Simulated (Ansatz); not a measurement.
# K on Ni(100): change of the work function

Wanted: Δφ(θ) for K/Ni(100), starting from the hollow site.

Main program and level: Ansatz 0.2.0; plane-wave DFT, PBE, Ansatz PAW.

### Step 1. The structure

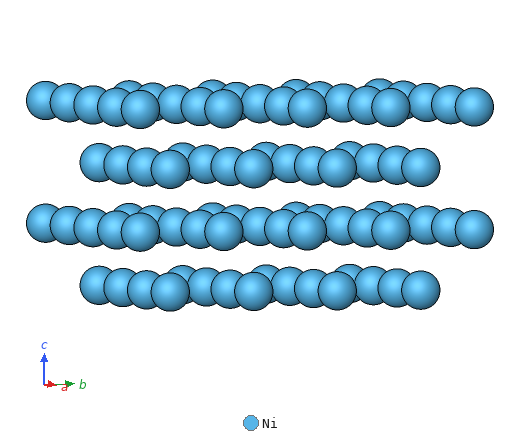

The starting structure, seen from the side, with the c axis up (nickel blue). 4×4×1 cells are drawn. Some periodic images of atoms are drawn too.

The cell holds 4 atoms: 4 Ni. Its edges and angles: a = 2.489 Å, b = 2.489 Å, c = 23.280 Å, α = 90.0°, β = 90.0°, γ = 90.0°. Vacuum lies along c.

### Step 2. The clean slab

The bare slab comes first, as the zero from which every change is counted. The two lowest layers are held at bulk places and the upper ones relax. The dipole correction removes the false field that a one-sided slab makes across the periodic vacuum, so each face gets a flat vacuum level of its own.

input.yaml reads:

```yaml
crystal:
  lattice:
    - [2.4890158698, 0.0, 0.0]
    - [0.0, 2.4890158698, 0.0]
    - [0.0, 0.0, 23.28]
  atoms:
    - { symbol: Ni, position: [0.5, 0.5, 0.3865979381], spin: 0.7 }
    - { symbol: Ni, position: [0.0, 0.0, 0.4621993127], spin: 0.7 }
    - { symbol: Ni, position: [0.5, 0.5, 0.5378006873], spin: 0.7 }
    - { symbol: Ni, position: [0.0, 0.0, 0.6134020619], spin: 0.7 }
magnetization:
  spin_polarized: true
kpoints:
  mp_grid: { grid: [12, 12, 1] }
hamiltonian:
  xc: pbe
scf:
  occupations: { method: fermi_dirac, width: 0.1 }
  convergence: { dr2_threshold: 1.0e-08 }
efield:
  axis: 3
  dipole_correction: true
  ramp_position: 0.97
  ramp_width: 0.06
relax:
  f_tol: 0.02
  max_steps: 60
  constraints: [{ sites: [0, 1] }]
output:
  write_potential: true
  write_density: true
  volumetric_format: npy
```

Started as:

```bash
$ ansatz run input.yaml --threads 4 --pin off --max-ram 16384MiB --backend cpu --events-out ev --progress --plain --runs-dir out
```

Numbers of over 12 decimals in the logs are rounded to 6 here.

The program printed:

```text
Engine: ansatz 0.2.0, aarch64-unknown-linux-gnu
Pseudopotentials: kind: paw
Pseudopotential: Ni, paw, valence charge 18, recommended cutoff 420 eV (normal), Ni.paw.azcp
Functional definition: PBE
  parameter kappa = 0.804
  parameter beta = 0.066725
  exchange = pbe_x(kappa = kappa, mu = beta*pi^2/3)
  correlation = pbe_c(beta = beta)
Crystal: 4 atoms, lattice volume = 144.224 Å³
Basis set: ecut = 420 eV, 2797 PW (Γ), exchange–correlation on 36×36×320 points (8 copies of the dense FFT grid, shifted against one another)
Bands: 45, of which v1, the nominal top of the filled ones, is band 36 counted from 1 (35 counted from 0)
Symmetry: 8 space group operations
k-points: 28 of 144
Non-local potential: Ni, projectors of the file, l = 0: 3, l = 1: 2, l = 2: 3, l = 3: 1
PAW form: soft (Blöchl's): semilocal exchange-correlation on the pseudo side does not see the compensation charge
PAW one-centre angular grid: Ni, 590 points (default); XC on 64 Gauss nodes
Initial density: superposition of atomic densities (neutral atoms: chi_scale 0, normalization atom)
Starting moments: Σ|m| = 2.8 μB on 4 of 4 sites
Initial wavefunctions: pseudopotential atomic-orbital guess
Functional: x = pbe(κ = 0.804, μ = 0.219515), c = pbe(β = 0.066725)
SCF iter   1: F=—  HF=-23353.273584 eV  |F-HF|=—  |Δ(HF+E_count)|=         —  Δρ=2.27e-2 (↑1.48e-2 ↓2.27e-2)  dr2=3.71e0  dr2_m=2.44e-1  M=2.982 μB ∫|m|=3.119 μB  β_m=1.00  ethr=3.10e-3  p=-0.000 e·Å  D=-6.64e-14 V/Å  ΔV_dip=0.00 eV  dr2_dipole=1.59e-8  V_vac-E_F(+/−)=7.12/7.12 eV  ⟨swp⟩=12.1  Hψ=13190  notcnv=0  defer=20
Mixer restart at iter 1: flushing history
efield: sawtooth ramp at fractional position 0.9700 (set: `efield.ramp_position`, or a place that a band, a saddle search or an elastic batch's reference lends), width 0.0600; the density the first Hamiltonian is built on has a dipole p = -0.000 e·Å; the dipole correction subtracts the counter field D = -6.64e-14 V/Å, which shifts the + side's vacuum level by +0.00 eV against the − side's; the planar-averaged density in the ramp window peaks in size at 2.1e-5 e/Å³
preconditioner: auto → LDOS  [metal: Δε(μ)=0.011 eV  Ē_g=6.947 eV  σ=0.100 eV  W_gap=0.03  n_scr=18 (ndim 8)  ℏωp=19.6 eV  f_vac=0.627  D(μ)=8.52/eV (n_scr^D=84)]
spin=Collinear: LDOS preconditioning applied to the charge; magnetization (m = ρ↑ − ρ↓) channel mixes plain (no charge-response kernel on spin).
SCF iter   2: F=—  HF=-23353.965802 eV  |F-HF|=—  |Δ(HF+E_count)|=   6.92e-1  Δρ=1.21e-2 (↑1.21e-2 ↓9.33e-3)  dr2=7.32e-1  dr2_m=5.55e-3  M=2.942 μB ∫|m|=3.205 μB  β_m=0.33  ethr=3.10e-3  p=-0.000 e·Å  D=-5.03e-4 V/Å  ΔV_dip=0.01 eV  dr2_dipole=3.44e-4  V_vac-E_F(+/−)=6.25/6.24 eV  ⟨swp⟩=2.6  Hψ=4391  notcnv=0  defer=71
density mixer auto → msr1: a metal under ldos (density of states about μ 3.98 of a free-electron gas's, 18 screened modes)
SCF iter   3: F=—  HF=-23355.551918 eV  |F-HF|=—  |Δ(HF+E_count)|=    1.59e0  Δρ=4.88e-3 (↑4.88e-3 ↓4.71e-3)  dr2=1.34e-1  dr2_m=2.77e-3  M=2.939 μB ∫|m|=3.247 μB  β_m=0.46  ethr=1.02e-3  p=0.000 e·Å  D=3.79e-5 V/Å  ΔV_dip=-0.00 eV  dr2_dipole=3.40e-4  V_vac-E_F(+/−)=5.73/5.73 eV  ⟨swp⟩=3.0  Hψ=4152  notcnv=0  defer=71
SCF iter   4: F=—  HF=-23356.854318 eV  |F-HF|=—  |Δ(HF+E_count)|=         —  Δρ=5.23e-3 (↑4.55e-3 ↓5.23e-3)  dr2=8.94e-2  dr2_m=2.31e-3  M=2.908 μB ∫|m|=3.268 μB  β_m=0.46  ethr=1.86e-4  p=0.000 e·Å  D=3.25e-4 V/Å  ΔV_dip=-0.01 eV  dr2_dipole=2.72e-4  V_vac-E_F(+/−)=5.25/5.26 eV  ⟨swp⟩=3.1  Hψ=4802  notcnv=0  defer=73
SCF iter   5: F=—  HF=-23357.159715 eV  |F-HF|=—  |Δ(HF+E_count)|=   3.05e-1  Δρ=4.07e-3 (↑1.37e-3 ↓4.07e-3)  dr2=2.79e-2  dr2_m=4.11e-3  M=2.834 μB ∫|m|=3.203 μB  β_m=0.73  ethr=1.24e-4  p=0.000 e·Å  D=4.54e-4 V/Å  ΔV_dip=-0.01 eV  dr2_dipole=8.32e-6  V_vac-E_F(+/−)=5.09/5.10 eV  ⟨swp⟩=2.2  Hψ=4058  notcnv=0  defer=82
SCF iter   6: F=—  HF=-23357.242206 eV  |F-HF|=—  |Δ(HF+E_count)|=   8.25e-2  Δρ=3.24e-3 (↑1.11e-3 ↓3.24e-3)  dr2=1.63e-2  dr2_m=1.92e-3  M=2.757 μB ∫|m|=3.129 μB  β_m=0.87  ethr=3.88e-5  p=0.000 e·Å  D=5.28e-6 V/Å  ΔV_dip=-0.00 eV  dr2_dipole=5.76e-6  V_vac-E_F(+/−)=4.96/4.96 eV  ⟨swp⟩=2.1  Hψ=4145  notcnv=0  defer=90
SCF iter   7: F=—  HF=-23357.242451 eV  |F-HF|=—  |Δ(HF+E_count)|=   2.45e-4  Δρ=1.82e-3 (↑1.56e-3 ↓1.82e-3)  dr2=9.87e-3  dr2_m=8.37e-5  M=2.755 μB ∫|m|=3.127 μB  β_m=0.66  ethr=2.26e-5  p=0.000 e·Å  D=3.27e-4 V/Å  ΔV_dip=-0.01 eV  dr2_dipole=7.54e-5  V_vac-E_F(+/−)=4.88/4.89 eV  ⟨swp⟩=2.4  Hψ=4725  notcnv=0  defer=98
SCF iter   8: F=—  HF=-23357.240247 eV  |F-HF|=—  |Δ(HF+E_count)|=   2.20e-3  Δρ=2.55e-4 (↑1.49e-4 ↓2.55e-4)  dr2=1.70e-4  dr2_m=2.56e-5  M=2.755 μB ∫|m|=3.126 μB  β_m=0.74  ethr=1.37e-5  p=-0.000 e·Å  D=-1.23e-5 V/Å  ΔV_dip=0.00 eV  dr2_dipole=2.02e-6  V_vac-E_F(+/−)=4.91/4.91 eV  ⟨swp⟩=2.0  Hψ=3863  notcnv=0  defer=95
SCF iter   9: F=—  HF=-23357.240285 eV  |F-HF|=—  |Δ(HF+E_count)|=   3.76e-5  Δρ=2.28e-4 (↑1.75e-4 ↓2.28e-4)  dr2=8.95e-5  dr2_m=2.42e-5  M=2.752 μB ∫|m|=3.123 μB  β_m=0.72  ethr=2.35e-7  p=0.000 e·Å  D=1.30e-4 V/Å  ΔV_dip=-0.00 eV  dr2_dipole=5.69e-6  V_vac-E_F(+/−)=4.89/4.89 eV  ⟨swp⟩=3.1  Hψ=5271  notcnv=0  defer=95
SCF iter  10: F=—  HF=-23357.240274 eV  |F-HF|=—  |Δ(HF+E_count)|=   1.09e-5  Δρ=1.36e-4 (↑1.03e-4 ↓1.36e-4)  dr2=4.25e-5  dr2_m=4.06e-6  M=2.751 μB ∫|m|=3.123 μB  β_m=0.67  ethr=1.24e-7  p=-0.000 e·Å  D=-5.54e-5 V/Å  ΔV_dip=0.00 eV  dr2_dipole=1.87e-7  V_vac-E_F(+/−)=4.88/4.88 eV  ⟨swp⟩=2.4  Hψ=4528  notcnv=0  defer=95
SCF iter  11: F=—  HF=-23357.240265 eV  |F-HF|=—  |Δ(HF+E_count)|=   9.06e-6  Δρ=4.36e-5 (↑3.22e-5 ↓4.36e-5)  dr2=6.02e-6  dr2_m=2.16e-7  M=2.751 μB ∫|m|=3.123 μB  β_m=0.74  ethr=5.90e-8  p=-0.000 e·Å  D=-1.22e-5 V/Å  ΔV_dip=0.00 eV  dr2_dipole=2.13e-7  V_vac-E_F(+/−)=4.88/4.88 eV  ⟨swp⟩=2.1  Hψ=3389  notcnv=0  defer=95
SCF iter  12: F=—  HF=-23357.240265 eV  |F-HF|=—  |Δ(HF+E_count)|=   8.11e-7  Δρ=7.83e-6 (↑5.13e-6 ↓7.83e-6)  dr2=2.13e-7  dr2_m=3.28e-8  M=2.751 μB ∫|m|=3.123 μB  β_m=0.71  ethr=8.36e-9  p=-0.000 e·Å  D=-6.07e-7 V/Å  ΔV_dip=0.00 eV  dr2_dipole=4.93e-9  V_vac-E_F(+/−)=4.88/4.88 eV  ⟨swp⟩=2.5  Hψ=4576  notcnv=0  defer=95
SCF iter  13: F=—  HF=-23357.240266 eV  |F-HF|=—  |Δ(HF+E_count)|=   2.53e-7  Δρ=4.72e-6 (↑3.25e-6 ↓4.72e-6)  dr2=1.06e-8  dr2_m=1.72e-8  M=2.751 μB ∫|m|=3.123 μB  β_m=0.85  ethr=2.96e-10  p=-0.000 e·Å  D=-1.92e-7 V/Å  ΔV_dip=0.00 eV  dr2_dipole=6.69e-11  V_vac-E_F(+/−)=4.88/4.88 eV  ⟨swp⟩=2.6  Hψ=4081  notcnv=0  defer=95
[...]
spin=Collinear: LDOS preconditioning applied to the charge; magnetization (m = ρ↑ − ρ↓) channel mixes plain (no charge-response kernel on spin).
SCF iter   2: F=—  HF=-23357.251606 eV  |F-HF|=—  |Δ(HF+E_count)|=   2.08e-3  Δρ=4.93e-4 (↑4.93e-4 ↓4.31e-4)  dr2=2.42e-3  dr2_m=1.26e-5  M=2.753 μB ∫|m|=3.125 μB  β_m=0.33  ethr=1.74e-5  p=0.001 e·Å  D=8.92e-4 V/Å  ΔV_dip=-0.02 eV  dr2_dipole=6.01e-4  V_vac-E_F(+/−)=4.85/4.87 eV  ⟨swp⟩=2.0  Hψ=4020  notcnv=0  defer=97
density mixer auto → msr1: a metal under ldos (density of states about μ 3.61 of a free-electron gas's, 18 screened modes)
SCF iter   3: F=—  HF=-23357.251435 eV  |F-HF|=—  |Δ(HF+E_count)|=   1.70e-4  Δρ=4.88e-4 (↑4.88e-4 ↓2.49e-4)  dr2=7.45e-4  dr2_m=9.23e-5  M=2.753 μB ∫|m|=3.125 μB  β_m=0.45  ethr=3.36e-6  p=0.001 e·Å  D=1.05e-3 V/Å  ΔV_dip=-0.02 eV  dr2_dipole=1.32e-4  V_vac-E_F(+/−)=4.85/4.87 eV  ⟨swp⟩=1.7  Hψ=2899  notcnv=0  defer=97
SCF iter   4: F=—  HF=-23357.251505 eV  |F-HF|=—  |Δ(HF+E_count)|=   7.03e-5  Δρ=2.40e-4 (↑2.32e-4 ↓2.40e-4)  dr2=9.17e-5  dr2_m=6.34e-5  M=2.751 μB ∫|m|=3.123 μB  β_m=0.53  ethr=1.03e-6  p=0.000 e·Å  D=5.67e-4 V/Å  ΔV_dip=-0.01 eV  dr2_dipole=1.16e-5  V_vac-E_F(+/−)=4.86/4.88 eV  ⟨swp⟩=1.7  Hψ=3009  notcnv=0  defer=97
SCF iter   5: F=—  HF=-23357.251553 eV  |F-HF|=—  |Δ(HF+E_count)|=   4.73e-5  Δρ=1.13e-4 (↑1.13e-4 ↓1.13e-4)  dr2=1.01e-5  dr2_m=1.59e-5  M=2.750 μB ∫|m|=3.121 μB  β_m=0.77  ethr=1.27e-7  p=0.000 e·Å  D=2.75e-4 V/Å  ΔV_dip=-0.01 eV  dr2_dipole=3.83e-6  V_vac-E_F(+/−)=4.88/4.88 eV  ⟨swp⟩=2.0  Hψ=4028  notcnv=0  defer=97
SCF iter   6: F=—  HF=-23357.251569 eV  |F-HF|=—  |Δ(HF+E_count)|=   1.68e-5  Δρ=7.85e-5 (↑5.67e-5 ↓7.85e-5)  dr2=3.06e-5  dr2_m=6.48e-7  M=2.749 μB ∫|m|=3.121 μB  β_m=0.66  ethr=1.40e-8  p=0.000 e·Å  D=1.79e-5 V/Å  ΔV_dip=-0.00 eV  dr2_dipole=5.26e-6  V_vac-E_F(+/−)=4.88/4.88 eV  ⟨swp⟩=2.9  Hψ=5168  notcnv=0  defer=97
SCF iter   7: F=—  HF=-23357.251567 eV  |F-HF|=—  |Δ(HF+E_count)|=   2.72e-6  Δρ=2.43e-5 (↑2.43e-5 ↓2.06e-5)  dr2=3.46e-6  dr2_m=1.90e-7  M=2.749 μB ∫|m|=3.120 μB  β_m=0.58  ethr=1.40e-8  p=0.000 e·Å  D=3.63e-5 V/Å  ΔV_dip=-0.00 eV  dr2_dipole=8.58e-7  V_vac-E_F(+/−)=4.88/4.88 eV  ⟨swp⟩=2.1  Hψ=4407  notcnv=0  defer=97
SCF iter   8: F=—  HF=-23357.251567 eV  |F-HF|=—  |Δ(HF+E_count)|=   1.71e-7  Δρ=1.64e-5 (↑7.45e-6 ↓1.64e-5)  dr2=4.31e-7  dr2_m=7.83e-8  M=2.749 μB ∫|m|=3.120 μB  β_m=0.56  ethr=4.80e-9  p=0.000 e·Å  D=4.07e-5 V/Å  ΔV_dip=-0.00 eV  dr2_dipole=1.86e-8  V_vac-E_F(+/−)=4.88/4.88 eV  ⟨swp⟩=2.3  Hψ=3810  notcnv=0  defer=97
SCF iter   9: F=—  HF=-23357.251567 eV  |F-HF|=—  |Δ(HF+E_count)|=   2.09e-7  Δρ=6.24e-6 (↑6.24e-6 ↓6.00e-6)  dr2=8.28e-8  dr2_m=2.06e-8  M=2.748 μB ∫|m|=3.120 μB  β_m=0.54  ethr=5.99e-10  p=0.000 e·Å  D=3.78e-5 V/Å  ΔV_dip=-0.00 eV  dr2_dipole=2.72e-9  V_vac-E_F(+/−)=4.88/4.88 eV  ⟨swp⟩=2.8  Hψ=4699  notcnv=0  defer=97
SCF iter  10: F=—  HF=-23357.251567 eV  |F-HF|=—  |Δ(HF+E_count)|=   6.34e-9  Δρ=4.09e-6 (↑1.47e-6 ↓4.09e-6)  dr2=1.12e-8  dr2_m=8.04e-9  M=2.748 μB ∫|m|=3.120 μB  β_m=0.58  ethr=1.15e-10  p=0.000 e·Å  D=4.37e-5 V/Å  ΔV_dip=-0.00 eV  dr2_dipole=1.51e-10  V_vac-E_F(+/−)=4.88/4.88 eV  ⟨swp⟩=2.6  Hψ=4378  notcnv=0  defer=97
SCF iter  11: F=—  HF=-23357.251567 eV  |F-HF|=—  |Δ(HF+E_count)|=   2.99e-8  Δρ=1.39e-6 (↑1.36e-6 ↓1.39e-6)  dr2=4.68e-9  dr2_m=1.47e-9  M=2.748 μB ∫|m|=3.120 μB  β_m=0.55  ethr=1.56e-11  p=0.000 e·Å  D=4.29e-5 V/Å  ΔV_dip=-0.00 eV  dr2_dipole=9.23e-10  V_vac-E_F(+/−)=4.88/4.88 eV  ⟨swp⟩=2.4  Hψ=4299  notcnv=0  defer=97
SCF iter  12: F=-23357.251567 eV  HF=-23357.251567 eV  |F-HF|=5.46e-10  |Δ(HF+E_count)|=  4.22e-10  Δρ=7.51e-7 (↑2.52e-7 ↓7.51e-7)  dr2=3.17e-9  dr2_m=1.71e-10  M=2.748 μB ∫|m|=3.120 μB  ethr=6.50e-12  p=0.000 e·Å  D=4.46e-5 V/Å  ΔV_dip=-0.00 eV  dr2_dipole=5.60e-10  V_vac-E_F(+/−)=4.88/4.88 eV  ⟨swp⟩=6.8  Hψ=16903  notcnv=0
SCF 3 converged in 12 iterations: F = -23357.251567 eV  dr2 = 3.17e-9
  greatest PAW one-centre occupation: 1.001 electrons in one spin orbital (limit 2), on the Ni atom at site 3 (counted from 0), in its partial waves of l = 1
relax step   3: F+E_penalty+E_count = -23357.25156682 eV  Δ(F+E_penalty+E_count) = -4.782e-3 eV  max|allowed force component| = 1.641e-2 eV/Å  Δτ_max = 0.0268 Å  (12 SCF iters, accepted)
NSCF: frozen V_eff on 28 k-points
the band table was solved once a step of the walk had ended and its energy, with any forces and stress, was formed, with the checks that follow a solve (14613 applications of the Hamiltonian). They found nothing against the state; the energy, forces and stress were not computed again (output.eigenvalues in the input reference)
WARN: The output density's exchange-correlation potential varies sharply where the density is thin. Do not read a vacuum level from v_tot or v_xc, or from such a field of the output density. On a cell that repeats whose density bears no net charge and no dipole along the vacuum's axis use v_es (v_loc + v_h of the components); under efield.dipole_correction with no amplitude use v_es + v_field, which holds any externa [...]
SCF converged after 12 iterations
Magnetization: 2.7484 μB (37.3742 up, 34.6258 down)
Absolute magnetization: 3.1226 μB (∫|ρ↑−ρ↓|, with the PAW one-centre terms)
Spin contamination: 0.0390 ħ² per cell (⟨S²⟩ above its minimum at these occupations)
Per-site moments (μB) at R_I (Å): [(0.762882, 1.026719), (0.693008, 1.026719), (0.696430, 1.007501), (0.757957, 1.007501)]
Free energy (F): -23357.251567 eV
Harris-Foulkes:  -23357.251567 eV  (|F-HF|=5.46e-10)
Internal energy: -23357.011351 eV  (E = F + TS)
E sigma→0 (E₀):  -23357.131459 eV
Entropy (-TS):   -0.240216 eV (-60.054 meV/atom)
Fermi energy:    2.140071 eV
Dipole field:    D = 0.000007 V/Å  (p = 0.000006 e·Å, saw-weighted, corrected)
Work function:   Φ+ = 4.8828 eV   Φ− = 4.8830 eV
Levels:          The Fermi level and band energies are counted from a zero that moves with the ramp; work functions are not
--- Per-component energies (eV) ---
  E_band       = -2276.906321
  E_kinetic    = 1125.839521
  E_local      = -160320.726058  (includes V_loc(G=0)·N_el)
  E_nonlocal   = 2550.732742
  E_hartree    = 78456.156364
  E_xc         = -335.347096
  E_vxc        = -432.080370  (∫ρ·V_xc dr)
  E_paw        = -6525.524441  (= ΣΔE_a)
  E_vpaw       = -2112.983663  (= ΣTr[D̂ρ^β])
  E_aug_tail   = 0.002110  (compensation charges beyond the density's cutoff)
  E_efield     = 0.000000  (sawtooth field / dipole correction)
  E_vefield    = 0.000003  (∫n·V_field dr)
  E_ewald      = 61691.855507
  E_smearing   = -0.240216  (= −TS)
  E_closure    = 0.000000  (closes the sum)
  Σ components = -23357.251567   (vs F -23357.251567, Δ=0.00e0)
--- Forces (eV/Å), atoms counted from 1 ---
  atom   1  Ni    -0.00000000     0.00000000     0.33191270
  atom   2  Ni    -0.00000000     0.00000000    -0.32933477
  atom   3  Ni    -0.00000000     0.00000000    -0.01641471
  atom   4  Ni     0.00000000     0.00000000     0.01384867
  max |Σ_I F_I| component: 1.19e-5 eV/Å
--- Band table (eV; the first three rows and the last of 56) ---
  k-point 0 ↑: bands = [... 32 lower, 1.1728, 1.2119, 1.2119, 1.4613, 1.5649, 1.5845, 1.5845, 2.2601, ... 5 higher]
  k-point 1 ↑: bands = [... 32 lower, 0.9720, 1.0134, 1.3137, 1.3535, 1.3948, 1.5289, 1.6083, 2.6289, ... 5 higher]
  k-point 2 ↑: bands = [... 32 lower, 0.8601, 0.8667, 1.2735, 1.3092, 1.4367, 1.5181, 1.6057, 3.3597, ... 5 higher]
  k-point 27 ↓: bands = [... 32 lower, 2.4956, 2.5557, 2.7827, 2.8183, 5.6265, 5.6265, 8.0826, 8.0826, ... 5 higher]
--- Relaxed structure (3 steps of the walk, 3 accepted, 0 SCFs on fresh bases) ---
  F+E_penalty+E_count = -23357.25156682 eV   max|allowed force component| = 1.641e-2 eV/Å
  atoms:
    - { symbol: Ni, position: [0.5, 0.5, 0.386598] }
    - { symbol: Ni, position: [0.0, 0.0, 0.4621993127] }
    - { symbol: Ni, position: [0.5, 0.5, 0.538752] }
    - { symbol: Ni, position: [0, 0.0, 0.611496] }
```

Elapsed: 44 s, on 4 threads of Arm Neoverse V1, shared host; peak memory 0.6 GiB.

Relaxation path:

```
step  energy less that of the first step (eV)  largest force component (eV/Å)
   1                                   0.0000                          0.3940
   2                                  -0.0065                          0.2673
   3                                  -0.0113                          0.0164
```

The run keeps the 8 symmetry operations that it works with, so distortions that break them were not tested.

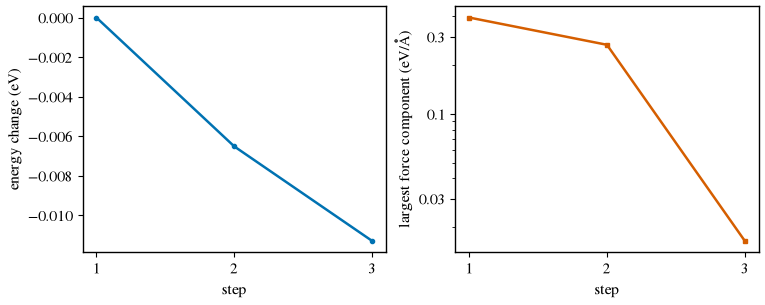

Energy and largest force along the relaxation.

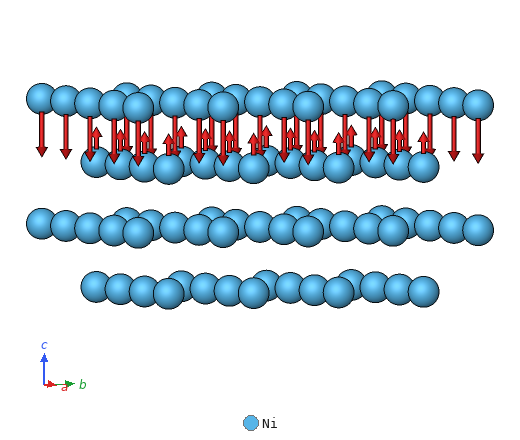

Displacements in the relaxation, exaggerated; the longest in the cell stands for 0.04 Å. 4×4×1 cells are drawn. Some periodic images of atoms are drawn too.

The atoms that moved most (Å):

```
atom     dx     dy      dz  length
 Ni4  0.000  0.000  -0.044   0.044
 Ni3  0.000  0.000   0.022   0.022
```

This step gave:

```
energy at zero smearing   : -23357.1315 eV
total moment              : 2.748 μB
site moments              : 0.7629, 0.6930, 0.6964, 0.7580 μB
work function, upper face : 4.883 eV
dipole along the normal   : 5.64e-6 e·Å
```

Running mean over 1.76 Å of the planar mean; the ramp of the sawtooth is left out. Electron's electrostatic potential energy less the Fermi level against z:

```
z (Å)  electron's electrostatic potential energy less the Fermi level (eV)
    3                                                                 4.88
    4                                                                 4.88
    5                                                                 4.88
    6                                                                 4.84
    7                                                                 4.38
    8                                                                -1.70
    9                                                                -9.86
   10                                                                -10.3
   11                                                                -10.3
   12                                                                -10.2
   13                                                                -10.9
   14                                                                -10.5
   15                                                                -4.60
   16                                                                 3.97
   17                                                                 4.81
   18                                                                 4.88
   19                                                                 4.88
   20                                                                 4.88
```

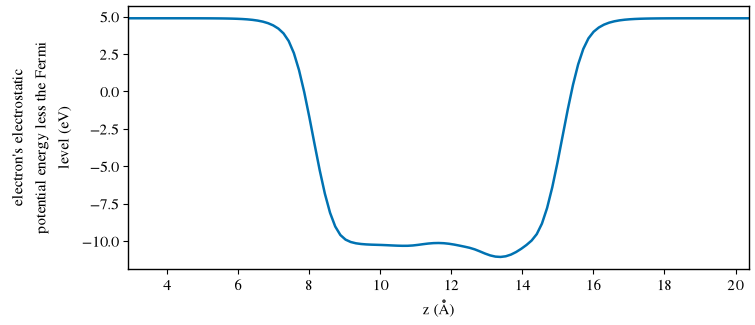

Electron's electrostatic potential energy less the Fermi level against z.

Site moment by atom:

```
atom  site moment (μB)
 Ni1             0.763
 Ni2             0.693
 Ni3             0.696
 Ni4             0.758
```

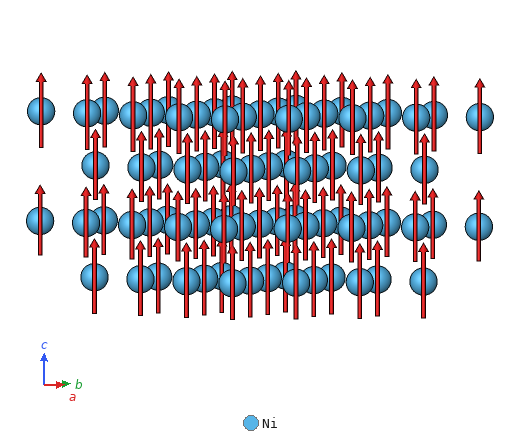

Site moment as arrows, the longest 0.763 μB. Up and down stand for the sign. Arrows give size and sign along the axis of quantisation, drawn up and down the page. 4×4×1 cells are drawn. Some periodic images of atoms are drawn too.

The relaxation took 3 steps and lowered the energy by 0.011 eV; the largest force on the free atoms ends at 0.016 eV/Å.

The work function of the upper face is 4.88 eV.

[end of part 1 of 4]

[Logs are printed without paths, hosts, clocks, repeated set-up lines and the standing remarks that a program may print on its own settings, such as how far it seeks lower states.]

[Hosts, paths, dates, database ids (printed as entryN), source tags and the programs' standing remarks are cut or masked in the printed files.]

[Maps of the electrostatic potential energy from Ansatz leave out the sawtooth potential of an applied field or a dipole correction, so their vacuum need not be flat; planar profiles and work functions include it.]
